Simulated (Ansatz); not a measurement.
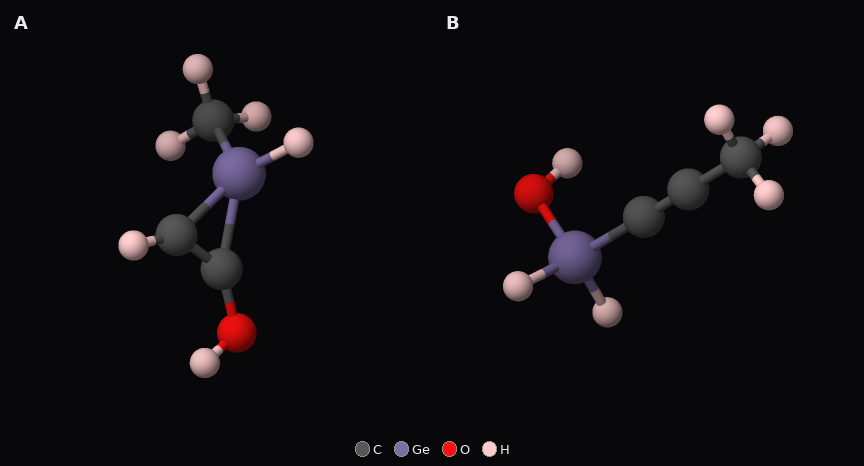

2 stationary structures of one formula. Geometries: PBE-D4/def2-SVP. Electronic energies: PBE-D4/def2-SVP (Ansatz 0.2.0), without zero-point energy. No frequency run is at hand to confirm each as a minimum.

### How are they related?

They are constitutional isomers of C3H6GeO: A `[CH3][Ge@H]1[CH]=[C]1O`, B `CC#[C][GeH2][OH]`.

### Which structure is the most stable?

B is lowest; A lies 19.7 kcal/mol above it.
